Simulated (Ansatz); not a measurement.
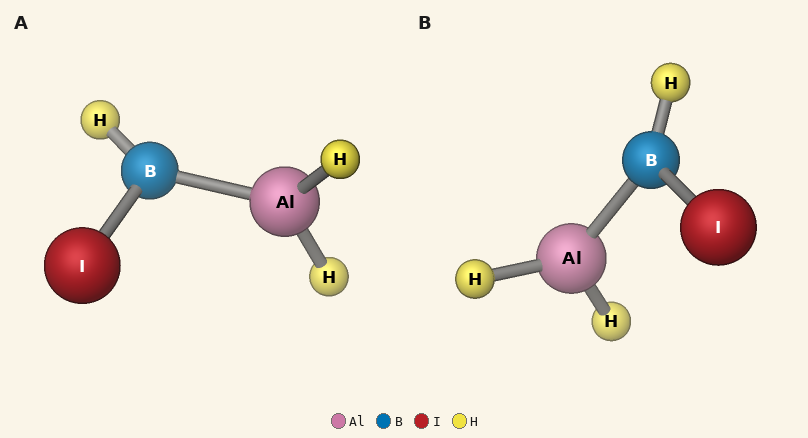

Atoms fade into the background with distance from the viewer. The computed structure is the end point of a PBE-D4/def2-SVP optimisation. No frequency run is at hand to confirm it as a minimum.

Q: Are A and B the same structure? If not, how do they differ?

A: Yes. They are the same structure, AlBH3I, seen from two directions. With point group Cs it is achiral, so its mirror image would be the same too.
